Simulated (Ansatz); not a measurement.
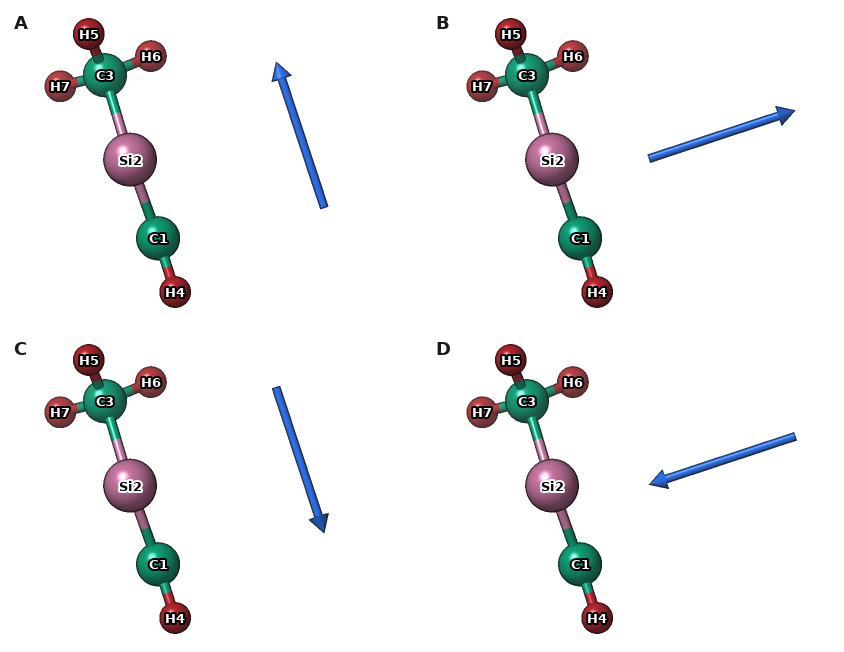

The same molecule four times, each with an arrow. Computed geometry: PBE-D4/def2-SVP optimisation. No frequency run is at hand to confirm it as a minimum. Properties computed with RKS PBE-D4/def2-SVP (Ansatz 0.2.0).

Which arrow points along the dipole moment, from the negative to the positive end?

A. The dipole moment is 2.29 D; it points from the side of H4 to the side of H5 (the outermost atoms at the two ends).
